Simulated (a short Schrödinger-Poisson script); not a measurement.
Structure: symmetric double-gate stack, Si3N4 on p-type Si(100), at 77 K.

```tsv
layer	material	thickness (nm)	Na (cm⁻³)
1	Si3N4	2.8	-
2	Si	4	1e17
3	Si3N4	2.8	-
```

Constants are typed, rounded textbook-type inputs, not results; the design itself was drawn at random and stands for no fabricated device. Si3N4: permittivity 7.5, conduction-band edge (eV) 1.95, gap (eV) 5.1, electron mass (mₑ) 0.5. Si: permittivity 11.7, conduction-band edge (eV) 0, gap (eV) 1.124, Nv at 300 K (cm⁻³) 3.1e19.

Channel valleys (confinement mass, in-plane density-of-states mass, number): Δ2 0.916, 0.19, 2; Δ4 0.19, 0.417, 4. At the gates, both at one voltage, the conduction-band edge of layer 1 lies 2.46 eV − eVg above the Fermi level of the channel. Gaps are held at their typed values at every temperature. Mesh 0.03 nm at interfaces.

Solved with a short Schrödinger-Poisson script written for these runs: 1D Poisson equation in equilibrium, electrons quantum, Hartree (BenDaniel-Duke, 12 states a valley, the channel's in-plane mass for all, wave functions free to enter the dielectric), parabolic valleys, classical holes, full ionisation, no traps, pinning or gate leakage.

Only gate voltages with over 1e8 electrons/cm² are shown.

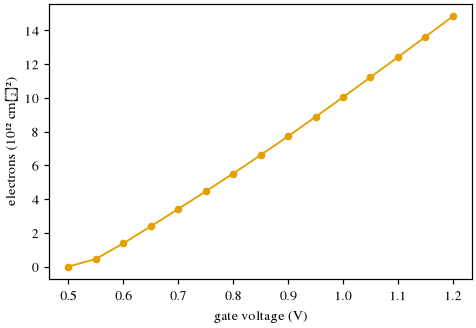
Figure: Sheet density against gate voltage

```tsv
Vg (V)	electrons (cm⁻²)	C (μF/cm²)	Δ2 E0 (meV)	Δ2 E1 (meV)	Δ4 E0 (meV)	Δ4 E1 (meV)
0.5	5.43e9	0.136	34.9	104.0	90.3	330.3
0.55	4.56e11	2.67	4.1	72.2	59.1	298.0
0.6	1.38e12	3.15	-6.6	59.7	47.9	284.3
0.65	2.39e12	3.26	-14.2	50.1	39.7	273.6
0.7	3.42e12	3.32	-21.0	41.3	32.4	263.8
0.75	4.46e12	3.37	-27.3	33.1	25.6	254.5
0.8	5.52e12	3.44	-33.1	25.5	19.4	245.8
0.85	6.61e12	3.54	-37.9	18.8	14.1	238.1
0.9	7.73e12	3.63	-41.8	13.1	9.8	231.4
0.95	8.87e12	3.71	-44.8	8.4	6.4	225.7
1	1.00e13	3.77	-47.2	4.3	3.7	220.7
1.05	1.12e13	3.81	-49.2	0.8	1.4	216.2
1.1	1.24e13	3.84	-50.8	-2.4	-0.6	212.0
1.15	1.36e13	3.87	-52.3	-5.4	-2.3	208.2
1.2	1.48e13	3.89	-53.6	-8.2	-3.9	204.5
```

Subbands count from the Fermi level. The capacitance is that of both gates.
